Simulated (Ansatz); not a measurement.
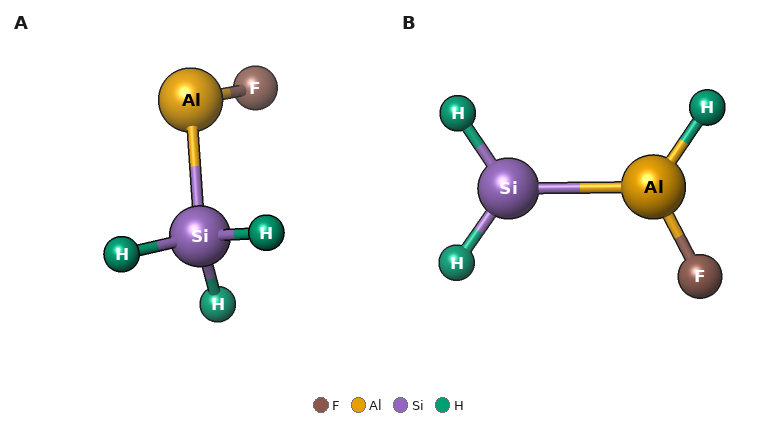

2 stationary structures of one formula. The species is neutral and a spin doublet. Geometries: PBE0-D4/def2-TZVP. Electronic energies: ωB97M-V/def2-TZVPP (Ansatz 0.2.0), without zero-point energy. No frequency run is at hand to confirm each as a minimum.

Question: Rank them by energy, lowest first.

Answer: A is lowest (C1); B lies 8.8 kJ/mol above it (Cs).

Give E(B) − E(A) in kJ/mol at these levels too: r2SCAN-D4/def2-TZVPP; PBE-D4/def2-TZVPP; PBE0-D4/def2-TZVPP; ωB97M-V/def2-TZVPP; UHF-CCSD(T) (frozen core)/def2-TZVPP; B3LYP-D4/def2-TZVPP; PBE0-D4/def2-TZVP.

| level | E(B) − E(A) (kJ/mol) |
| --- | --- |
| r2SCAN-D4/def2-TZVPP | +7.0 |
| PBE-D4/def2-TZVPP | +16.6 |
| PBE0-D4/def2-TZVPP | +12.8 |
| ωB97M-V/def2-TZVPP | +8.8 |
| UHF-CCSD(T) (frozen core)/def2-TZVPP | +6.3 |
| B3LYP-D4/def2-TZVPP | +13.9 |
| PBE0-D4/def2-TZVP | +13.1 |
